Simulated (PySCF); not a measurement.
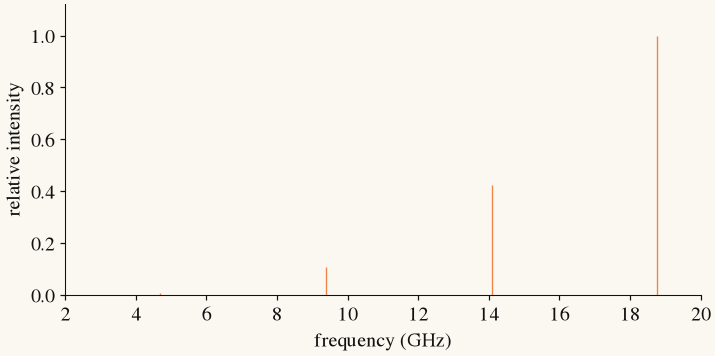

Simulated rotational absorption lines between 2 and 20 GHz at 10 K: rigid rotor with the equilibrium constants and dipole of one optimised conformer (PBE0-D3(BJ)/def2-SVP, PySCF 2.14.0), commonest isotopes; no centrifugal distortion, hyperfine structure, internal rotation or nuclear-spin weights; lines within 1 MHz of each other are summed.

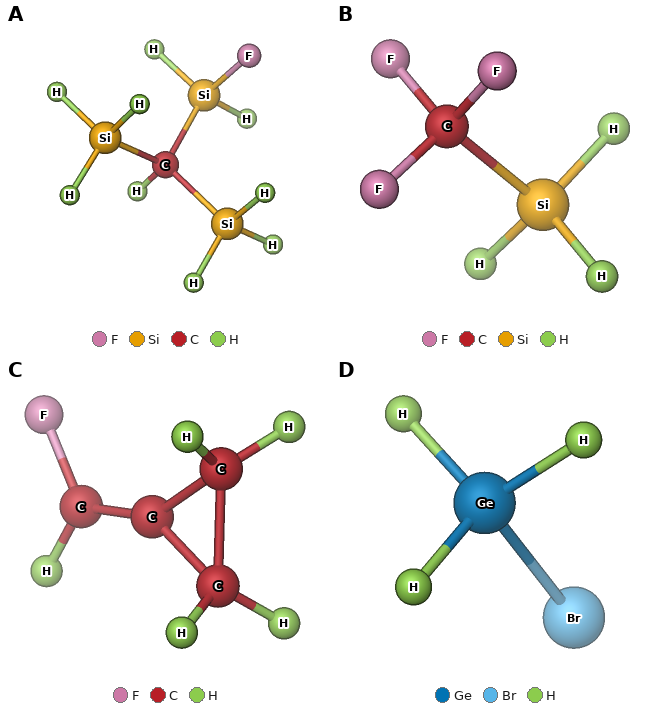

Which molecule gives this spectrum? Choose among the lettered structures.

Structure D, GeH₃Br, SMILES [GeH3][Br], singlet. Rotational constants A, B, C = 77.95, 2.346, 2.346 GHz, |μa|, |μb|, |μc| = 1.90, 0.00, 0.00 D.

Known limits of this run: coarse grid, loose stop and no frequency check, small forces are noise and the end may be a saddle.
